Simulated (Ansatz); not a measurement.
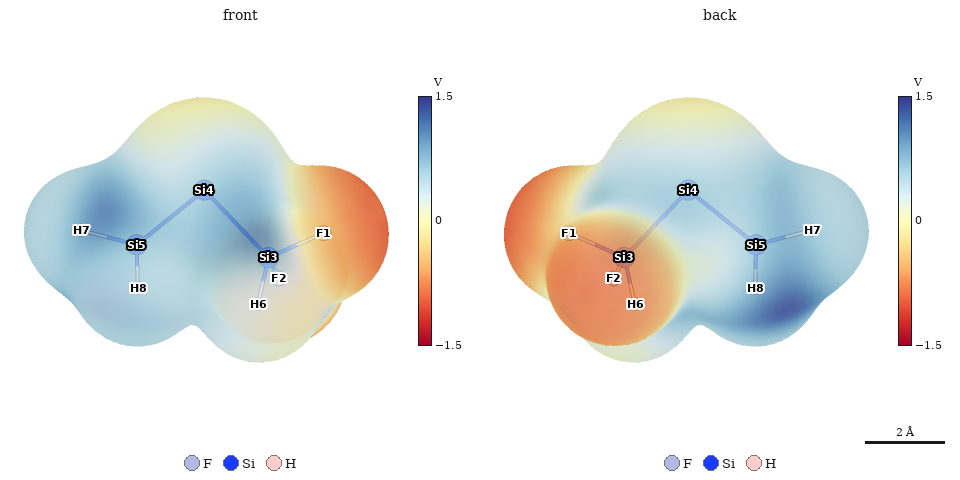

Figure 1: F₂H₃Si₃ (SMILES F[SiH](F)[Si]=[SiH2]) (doublet). The electrostatic potential painted on the density surface at 0.001 e/bohr³, seen from the front and from behind; the colour scale runs from red (negative) to blue (positive).

Geometry: B3LYP/6-31G*.

Level of theory: isolated molecule in a Gaussian basis; Kohn-Sham density functional theory, functional PBE0 in Ansatz 0.2.0.

```yaml
atoms:
  - { symbol: F, position_ang: [-0.4956, 2.7248, -3.2236] }
  - { symbol: F, position_ang: [-1.9738, 0.6186, -3.0632] }
  - { symbol: Si, position_ang: [-0.4406, 1.1215, -3.0412] }
  - { symbol: Si, position_ang: [0.5923, 0.6355, -0.9655] }
  - { symbol: Si, position_ang: [1.4411, -1.3341, -1.6376] }
  - { symbol: H, position_ang: [0.2315, 0.5864, -4.2569] }
  - { symbol: H, position_ang: [1.9062, -2.3907, -0.6962] }
  - { symbol: H, position_ang: [2.1294, -1.5428, -2.9463] }
```

### Describe the electrostatic potential map.

The most negative region (about −0.9 V) lies over F1 and F2, the most positive (about +1.4 V) over Si5.

### How polar is the molecule by this calculation?

Its dipole moment is 3.08 D.
